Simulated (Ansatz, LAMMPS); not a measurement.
**Glassy 50SiO2-43CaO-7P2O5 (mol %) (85 atoms): geometry optimisation**

How does glassy 50SiO2-43CaO-7P2O5 (mol %) (85 atoms) relax, and what do bonds, charges and levels look like afterwards?

Program: Ansatz 0.2.0. Level of theory: Kohn-Sham DFT, PBE, PAW (set soft_2), plane waves. Results are calculated unless marked as measured.

## 1. The structure

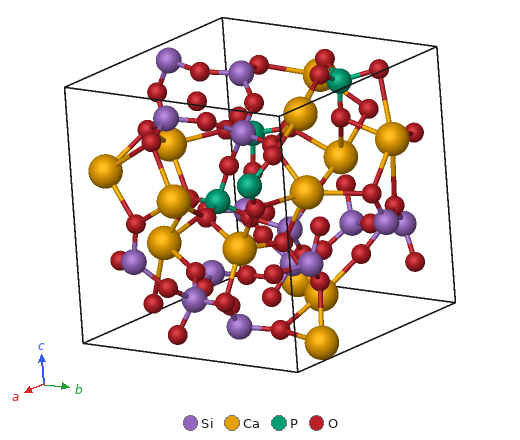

Start, viewed slightly off an axis; silicon purple, calcium orange, phosphorus teal, oxygen red. Bonds to atoms that aren't drawn are left out.

The cell holds 85 atoms: 15 Si, 13 Ca, 4 P and 53 O. Cell: a = 10.504 Å, b = 10.504 Å, c = 10.504 Å, α = 90.0°, β = 90.0°, γ = 90.0°. 85 atoms (15 Si, 13 Ca, 4 P, 53 O) placed at random at 2.63 g/cm³, melted at 4000 K for 10 ps at fixed volume with the Morse and Coulomb pair potential with partial charges (Pedone, Malavasi, Menziani, Cormack and Segre, J. Phys. Chem. B 110, 11780 (2006)). Quenched from 4000 K to 300 K at 30 K/ps and fixed volume, held 10 ps at zero pressure.

What the set-up can't give: The quench rate of 30 K/ps far exceeds what a furnace or splat quench reaches, so expect more defects and frozen-in strain than in a real sample. The network of bonds at the start is that of the classical potential that made the cell. Only the Γ point is sampled, in a cell whose shortest periodic width is 11 Å.

## 2. The classical run that made the cell

A classical potential supplies the starting structure, since it reaches far longer times than DFT.

This step: classical MD, Morse and Coulomb pair potential with partial charges (Pedone, Malavasi, Menziani, Cormack and Segre, J. Phys. Chem. B 110, 11780 (2006)) (LAMMPS 22 Jul 2025 - Update 4).

File in.lmp:

```
# melt-quench of Si15Ca13P4O53
units metal
atom_style charge
boundary p p p
region box block 0 10.6450 0 10.6450 0 10.6450
create_box 4 box
mass 1 28.0850   # Si
mass 2 40.0780   # Ca
mass 3 30.9738   # P
mass 4 15.9990   # O
create_atoms 1 random 15 76245 NULL overlap 1.5 maxtry 2000
create_atoms 2 random 13 76252 NULL overlap 1.5 maxtry 2000
create_atoms 3 random 4 76259 NULL overlap 1.5 maxtry 2000
create_atoms 4 random 53 76266 NULL overlap 1.5 maxtry 2000
pair_style hybrid/overlay pedone 5.5 coul/long 8.0
pair_coeff * * coul/long
pair_coeff 1 4 pedone 0.340554 2.006700 2.100000 1   # Si-O
pair_coeff 2 4 pedone 0.030211 2.241334 2.923245 5   # Ca-O
pair_coeff 3 4 pedone 0.831326 2.585833 1.800790 1   # P-O
pair_coeff 4 4 pedone 0.042395 1.379316 3.618701 22   # O-O
set type 1 charge 2.4
set type 2 charge 1.2
set type 3 charge 3
set type 4 charge -1.2
kspace_style pppm 1.0e-4
neigh_modify delay 0 every 1 check yes
thermo_style custom step time temp pe press density
thermo_modify norm yes
timestep 0.002
thermo 100
min_style cg
minimize 1e-4 1e-4 200 2000
reset_timestep 0
velocity all create 4000 76246 mom yes dist gaussian
# [... 11 lines left out ...]
fix md all nvt temp 4000 300 0.2
run 61667 post no
unfix md
thermo 1666
fix md all npt temp 300 300 0.2 iso 0 0 2
run 5000 post no
unfix md
write_dump all custom glass.dump id type xs ys zs modify sort id
```

On the command line:

```bash
$ lmp -in in.lmp -log none -nocite
```

Numbers of over 12 decimals in the logs are rounded to 6 here.

Output:

```text
LAMMPS (22 Jul 2025 - Update 4)
Created orthogonal box = (0 0 0) to (10.645 10.645 10.645)
Created 15 atoms
Created 13 atoms
Created 4 atoms
Created 53 atoms
PPPM initialization ...
  G vector (1/distance) = 0.38459701
  grid = 12 12 12
  estimated relative force accuracy = 5.2550413e-05
   Step          Time           Temp          PotEng         Press         Density
         0   0              0             -0.30643252     680511.59      2.6350191
        90   0.18           0             -15.203571      13977.023      2.6350191
Loop time of 0.050626 s on 1 MPI rank(s) for 90 steps with 85 atoms
Minimization stats:
  Stopping criterion = energy tolerance
[... 17 lines left out ...]
[... 1 line left out ...]
Loop time of 1.71299 s on 1 MPI rank(s) for 5000 steps with 85 atoms
   Step          Time           Temp          PotEng         Press         Density
[... 12 lines left out ...]
Loop time of 20.2766 s on 1 MPI rank(s) for 61667 steps with 85 atoms
   Step          Time           Temp          PotEng         Press         Density
[... 1 line left out ...]
     68306   136.612        390.59826     -15.388071     -8345.9411      2.7159256
     69972   139.944        317.97952     -15.387005      8404.6158      2.7332366
     71638   143.276        256.1515      -15.386502     -4605.6386      2.713984
     72667   145.334        337.74204     -15.388506      17279.468      2.7424982
Loop time of 2.20499 s on 1 MPI rank(s) for 5000 steps with 85 atoms
```

The job ended after 25 s (1 thread of Arm Neoverse V2, shared host; peak memory 0.07 GiB).

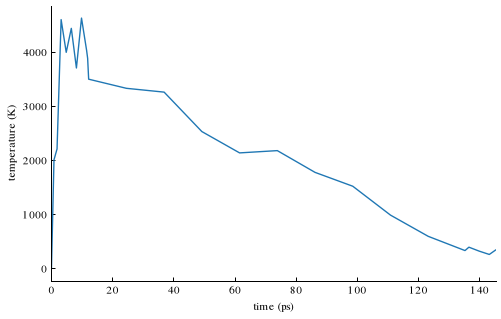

Temperature against time.

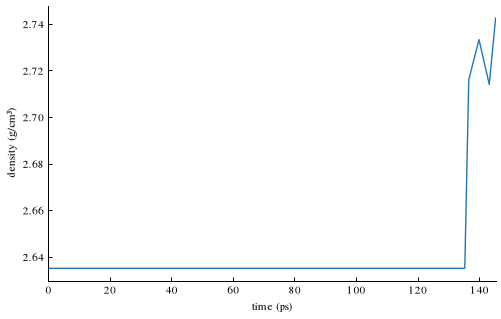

Density against time.

## 3. Single point at the start

A single point comes first, to see the forces before anything moves.

File input.yaml:

```yaml
crystal:
  lattice:
    - [10.50408, 0.0, 0.0]
    - [0.0, 10.50408, 0.0]
    - [0.0, 0.0, 10.50408]
  atoms:
    - { symbol: Si, position: [0.7559, 0.35195, 0.1434] }
    - { symbol: Si, position: [0.79597, 0.31085, 0.85808] }
    - { symbol: Si, position: [0.18185, 0.00443, 0.05316] }
    - { symbol: Si, position: [0.8417, 0.97622, 0.378] }
    - { symbol: Si, position: [0.83667, 0.61662, 0.09046] }
    - { symbol: Si, position: [0.26086, 0.24701, 0.34601] }
    - { symbol: Si, position: [0.36592, 0.98259, 0.41221] }
    - { symbol: Si, position: [0.12579, 0.87952, 0.3289] }
    - { symbol: Si, position: [0.4804, 0.61365, 0.37326] }
    - { symbol: Si, position: [0.38406, 0.36449, 0.92814] }
    - { symbol: Si, position: [0.45708, 0.08363, 0.9665] }
    - { symbol: Si, position: [0.58288, 0.5049, 0.76528] }
    - { symbol: Si, position: [0.06863, 0.59406, 0.28432] }
    - { symbol: Si, position: [0.3155, 0.48901, 0.18138] }
    - { symbol: Si, position: [0.9628, 0.23796, 0.33436] }
    - { symbol: Ca, position: [0.928, 0.10914, 0.66442] }
    - { symbol: Ca, position: [0.26165, 0.95896, 0.7058] }
    - { symbol: Ca, position: [0.62995, 0.81779, 0.8884] }
    - { symbol: Ca, position: [0.57237, 0.8105, 0.16655] }
    - { symbol: Ca, position: [0.20671, 0.66887, 0.58751] }
    - { symbol: Ca, position: [0.59592, 0.79472, 0.56955] }
    - { symbol: Ca, position: [0.55289, 0.13298, 0.67052] }
    - { symbol: Ca, position: [0.09081, 0.50994, 0.8595] }
    - { symbol: Ca, position: [0.95909, 0.44415, 0.59308] }
    - { symbol: Ca, position: [0.81042, 0.62395, 0.38837] }
    - { symbol: Ca, position: [0.58879, 0.1012, 0.29166] }
    - { symbol: Ca, position: [0.81208, 0.97996, 0.06248] }
    - { symbol: Ca, position: [0.0283, 0.28769, 0.01583] }
    - { symbol: P, position: [0.2333, 0.28198, 0.64365] }
    - { symbol: P, position: [0.92063, 0.77577, 0.68114] }
    - { symbol: P, position: [0.61623, 0.3878, 0.49356] }
    - { symbol: P, position: [0.30278, 0.76083, 0.9214] }
    - { symbol: O, position: [0.58371, 0.42863, 0.62903] }
    - { symbol: O, position: [0.23604, 0.64968, 0.97735] }
    - { symbol: O, position: [0.6975, 0.42416, 0.83099] }
    - { symbol: O, position: [0.32093, 0.36345, 0.27822] }
    - { symbol: O, position: [0.75609, 0.1889, 0.7891] }
    - { symbol: O, position: [0.61678, 0.68303, 0.36765] }
    - { symbol: O, position: [0.02206, 0.54179, 0.41629] }
    - { symbol: O, position: [0.59794, 0.64751, 0.74011] }
    - { symbol: O, position: [0.156, 0.16378, 0.67518] }
    - { symbol: O, position: [0.39166, 0.6012, 0.24946] }
    - { symbol: O, position: [0.981, 0.90584, 0.36768] }
    - { symbol: O, position: [0.43355, 0.77015, 0.98225] }
    - { symbol: O, position: [0.16175, 0.94817, 0.19751] }
    - { symbol: O, position: [0.45118, 0.0137, 0.83239] }
    - { symbol: O, position: [0.3013, 0.75442, 0.77659] }
    - { symbol: O, position: [0.73915, 0.50652, 0.13347] }
    - { symbol: O, position: [0.88447, 0.11476, 0.30446] }
    - { symbol: O, position: [0.44504, 0.91386, 0.3015] }
    - { symbol: O, position: [0.45852, 0.47159, 0.84521] }
    - { symbol: O, position: [0.93045, 0.62911, 0.21238] }
    - { symbol: O, position: [0.84534, 0.73814, 0.56812] }
    - { symbol: O, position: [0.74981, 0.43153, 0.47132] }
    - { symbol: O, position: [0.11542, 0.22442, 0.29566] }
    - { symbol: O, position: [0.76042, 0.75016, 0.07238] }
    - { symbol: O, position: [0.57931, 0.02217, 0.04265] }
    - { symbol: O, position: [0.46548, 0.23353, 0.94177] }
    - { symbol: O, position: [0.05341, 0.0689, 0.01687] }
    - { symbol: O, position: [0.20989, 0.88093, 0.95564] }
    - { symbol: O, position: [0.16052, 0.51503, 0.19393] }
    - { symbol: O, position: [0.40474, 0.66811, 0.48471] }
    - { symbol: O, position: [0.8001, 0.29494, 0.01175] }
    - { symbol: O, position: [0.78875, 0.99247, 0.51204] }
    - { symbol: O, position: [0.34288, 0.12574, 0.35456] }
    - { symbol: O, position: [0.00429, 0.66095, 0.71995] }
    - { symbol: O, position: [0.95398, 0.25374, 0.48165] }
    - { symbol: O, position: [0.73393, 0.93192, 0.27578] }
    - { symbol: O, position: [0.65533, 0.29026, 0.21805] }
    - { symbol: O, position: [0.89748, 0.3392, 0.22657] }
    - { symbol: O, position: [0.2239, 0.91848, 0.43097] }
    - { symbol: O, position: [0.93738, 0.34185, 0.8074] }
    - { symbol: O, position: [0.02038, 0.87828, 0.65594] }
    - { symbol: O, position: [0.82454, 0.82269, 0.77944] }
    - { symbol: O, position: [0.52426, 0.46589, 0.41453] }
    - { symbol: O, position: [0.60197, 0.24333, 0.48225] }
    - { symbol: O, position: [0.36497, 0.25989, 0.69073] }
    - { symbol: O, position: [0.43828, 0.97886, 0.54308] }
    - { symbol: O, position: [0.1318, 0.72814, 0.31465] }
    - { symbol: O, position: [0.23981, 0.27662, 0.49565] }
    - { symbol: O, position: [0.32035, 0.06599, 0.04031] }
    - { symbol: O, position: [0.38929, 0.43581, 0.06382] }
    - { symbol: O, position: [0.23658, 0.3377, 0.91824] }
    - { symbol: O, position: [0.92734, 0.56274, 0.98957] }
    - { symbol: O, position: [0.17677, 0.41652, 0.66561] }
kpoints:
  mp_grid: { grid: [1, 1, 1] }
hamiltonian:
  xc: pbe
scf:
  occupations: { method: fermi_dirac, width: 0.025 }
output:
  forces: true
  stress: true
  populations: intrinsic
  dos:
    method: { smearing: { sigma: 0.15 } }
    de: 0.1
    projected: { site_lists: { Ca: [Ca], O: [O], P: [P], Si: [Si] } }
  eigenvalues: true
```

On the command line:

```bash
$ ansatz run input.yaml --threads 4 --pin off --max-ram 8192MiB --backend cpu --events-out ev --progress --plain --runs-dir out
```

Output:

```text
Engine: ansatz 0.2.0, aarch64-unknown-linux-gnu
Pseudopotentials: kind: paw
Pseudopotential: Si, paw, valence charge 4, recommended cutoff 420 eV (normal), Si.paw.azcp
Pseudopotential: Ca, paw, valence charge 10, recommended cutoff 420 eV (normal), Ca.paw.azcp
Pseudopotential: P, paw, valence charge 5, recommended cutoff 420 eV (normal), P.paw.azcp
Pseudopotential: O, paw, valence charge 6, recommended cutoff 420 eV (normal), O.paw.azcp
[... 5 lines on functional and potentials left out ...]
Crystal: 85 atoms, lattice volume = 1158.975 Å³
Basis set: ecut = 420 eV, 22743 PW (Γ), exchange–correlation on 144×144×144 points (8 copies of the dense FFT grid, shifted against one another)
Bands: 349, of which v1, the nominal top of the filled ones, is band 264 counted from 1 (263 counted from 0)
Symmetry: 1 space group operations
Space group: P1 (ITA 1), of the structure as read, at distance tolerance 1.1e-4 Å
k-points: 1
[... 9 lines on functional and potentials left out ...]
Initial density: superposition of atomic densities (neutral atoms: chi_scale 0, normalization atom), corrected by the library's trained network
Initial wavefunctions: pseudopotential atomic-orbital guess
Functional: x = pbe(κ = 0.804, μ = 0.219515), c = pbe(β = 0.066725)
SCF iter   1: F=—  HF=-66349.948539 eV  |F-HF|=—  |Δ(HF+E_count)|=         —  Δρ=2.05e-3  dr2=5.33e-2  ethr=1.77e-3  ⟨swp⟩=11.0  Hψ=2290  notcnv=0  defer=28
preconditioner: auto → Resta (q_TF=auto, 2.393 Å⁻¹)  ε∞=3.4  [insulator: Δε(μ)=3.202 eV  Ē_g=15.674 eV  σ=0.025 eV  W_gap=1.00  n_scr=256 (ndim 8)  ℏωp=24.4 eV  f_vac=0.102  D(μ)=0.00/eV (n_scr^D=0)  ε∞_Penn≈3.4]
SCF iter   2: F=—  HF=-66349.951756 eV  |F-HF|=—  |Δ(HF+E_count)|=   3.22e-3  Δρ=1.07e-3  dr2=1.32e-2  ethr=1.01e-5  ⟨swp⟩=2.0  Hψ=656  notcnv=0  defer=79
SCF iter   3: F=—  HF=-66349.955820 eV  |F-HF|=—  |Δ(HF+E_count)|=   4.06e-3  Δρ=4.80e-4  dr2=3.74e-3  ethr=2.51e-6  ⟨swp⟩=3.0  Hψ=449  notcnv=0  defer=79
SCF iter   4: F=—  HF=-66349.956104 eV  |F-HF|=—  |Δ(HF+E_count)|=   2.85e-4  Δρ=1.45e-4  dr2=3.13e-4  ethr=7.08e-7  ⟨swp⟩=2.0  Hψ=447  notcnv=0  defer=79
SCF iter   5: F=—  HF=-66349.956190 eV  |F-HF|=—  |Δ(HF+E_count)|=   8.54e-5  Δρ=9.33e-5  dr2=8.79e-5  ethr=5.93e-8  ⟨swp⟩=2.0  Hψ=452  notcnv=0  defer=79
SCF iter   6: F=—  HF=-66349.957554 eV  |F-HF|=—  |Δ(HF+E_count)|=   1.36e-3  Δρ=3.01e-5  dr2=9.38e-6  ethr=1.67e-8  ⟨swp⟩=2.0  Hψ=608  notcnv=0  defer=79
SCF iter   7: F=—  HF=-66349.957558 eV  |F-HF|=—  |Δ(HF+E_count)|=   4.07e-6  Δρ=9.87e-6  dr2=1.16e-6  ethr=1.78e-9  ⟨swp⟩=3.0  Hψ=478  notcnv=0  defer=79
SCF iter   8: F=—  HF=-66349.957559 eV  |F-HF|=—  |Δ(HF+E_count)|=   9.73e-7  Δρ=6.47e-6  dr2=3.99e-7  ethr=2.19e-10  ⟨swp⟩=2.0  Hψ=520  notcnv=0  defer=79
SCF iter   9: F=-66349.957559 eV  HF=-66349.957559 eV  |F-HF|=2.24e-8  |Δ(HF+E_count)|=   5.46e-8  Δρ=1.44e-6  dr2=2.62e-8  ethr=1.89e-11  ⟨swp⟩=17.0  Hψ=2457  notcnv=0
SCF 1 converged in 9 iterations: F = -66349.957559 eV  dr2 = 2.62e-8
  greatest PAW one-centre occupation: 0.995 electrons in one spin orbital (limit 2), on the Ca atom at site 24 (counted from 0), in its partial waves of l = 0
SCF converged after 9 iterations
Free energy (F): -66349.957559 eV
Harris-Foulkes:  -66349.957559 eV  (|F-HF|=2.24e-8)
Internal energy: -66349.957559 eV  (E = F + TS)
E sigma→0 (E₀):  -66349.957559 eV
Fermi energy:    6.465955 eV
--- Per-component energies (eV) ---
  E_band       = -3107.880126
  E_kinetic    = 14085.329692
  E_local      = -34691.772911  (includes V_loc(G=0)·N_el)
  E_nonlocal   = 3868.886847
  E_hartree    = 12364.975437
  E_xc         = -6836.060168
  E_vxc        = -8248.125723  (∫ρ·V_xc dr)
  E_paw        = -29551.666473  (= ΣΔE_a)
  E_vpaw       = -2852.280132  (= ΣTr[D̂ρ^β])
  E_aug_tail   = 0.134733  (compensation charges beyond the density's cutoff)
  E_ewald      = -25589.784716
  E_smearing   = -0.000000  (= −TS)
  E_closure    = -0.000000  (closes the sum)
  Σ components = -66349.957559   (vs F -66349.957559, Δ=0.00e0)
--- Forces (eV/Å), atoms counted from 1 ---
  atom   1  Si     3.72697463     3.50408926     1.50636218
  atom   2  Si    -0.41193719     2.84567703    -0.57238306
  atom   3  Si     1.21426186    -2.69126158     0.76588365
  atom   4  Si     1.86319752     1.16065945    -2.81057687
  atom   5  Si     0.53982147    -0.06905288    -0.77712558
  atom   6  Si    -3.32125814     1.99880046     1.86834216
  atom   7  Si    -0.06662325    -1.07017280    -2.53413451
  atom   8  Si    -2.54855897    -0.60383463    -3.26462560
  atom   9  Si     1.38476649    -2.27602812     0.27940636
  atom  10  Si    -0.43824193    -0.08253337     0.11664847
  atom  11  Si    -0.42961736    -0.32366761     0.56749287
  atom  12  Si     0.35221257    -3.00360284    -0.00428751
  atom  13  Si    -1.71795500     0.44827129    -1.30863032
  atom  14  Si    -0.90808936    -1.81254262     0.82283627
[...]
atom  84  O      1.82549567    -1.20943656    -2.80281215
  atom  85  O     -0.92706804     0.97872966     0.37178877
  max |Σ_I F_I| component: 3.45e-5 eV/Å
--- Stress (GPa, compression-positive) ---
        3.432631       2.828410      -0.705597
        2.828410       5.686251       0.605052
       -0.705596       0.605048       9.376320
  P = ⅓ Tr σ = 6.1651 GPa (61.651 kbar)
--- Band table (eV) ---
  k-point 0: bands = ["-36.1296", "-35.3475", "-35.0721", "-35.0025", [... 333 levels ...], "12.7002", "12.7285", "12.8168", "12.8621", "12.9251", "12.9623", "13.0417", "13.0968", "13.1706", "13.2476", "13.3294", "13.3770"]
--- intrinsic populations: 85 sites ---
  site symbol       q [e]
     0     Si      2.3124
     1     Si      2.3747
     2     Si      2.3066
[...]
84      O      7.1526
  spilling = 0.000000 (of n_electrons = 528.000000)
```

It took 16 s on 4 threads of Arm Neoverse V2, shared host; peak memory 1.4 GiB.

Read from the output:

```yaml
free_energy: -66349.9576 eV
free_energy_per_atom: -780.5877 eV/atom
scf_cycles: 9
pressure: 6.165 GPa
r_m_s_force_component: 1.448 eV/Å
longest_force: 6.236 eV/Å
fermi_energy: 6.466 eV
spacing_of_highest_filled_and_lowest_empty_level: 3.14 eV
```

The r.m.s. force component of 1.4 eV/Å and the pressure of 6.2 GPa set the starting point.

Neighbours are counted within 2.08 Å (O-Si), 2.88 Å (O-Ca), 2.02 Å (O-P).

Length of the force by element and coordination:

```csv
element,coordination,atoms,mean length of the force (eV/Å),spread,least,most
Ca,all,13,1.26,0.341,0.634,1.96
Ca,4,2,1.04,0.291,0.751,1.33
Ca,5,4,1.11,0.294,0.634,1.38
Ca,6,7,1.41,0.304,0.964,1.96
O,all,53,2.34,1.18,0.484,6.24
O,2,24,2.19,1.27,0.484,6.24
O,3,20,2.70,1.18,0.705,5.00
O,4,7,2.02,0.590,1.14,2.74
O,5,2,1.64,0.0596,1.58,1.70
P,all,4,1.77,0.617,1.11,2.54
Si,all,15,2.71,1.30,0.461,5.33
```

(Part 1 of 3 ends here.)

[Logs are printed without paths, hosts, clocks, repeated set-up lines and the standing remarks that a program may print on its own settings, such as how far it seeks lower states.]

[Hosts, paths, dates, database ids (printed as entryN), source tags and the programs' standing remarks are cut or masked in the printed files.]
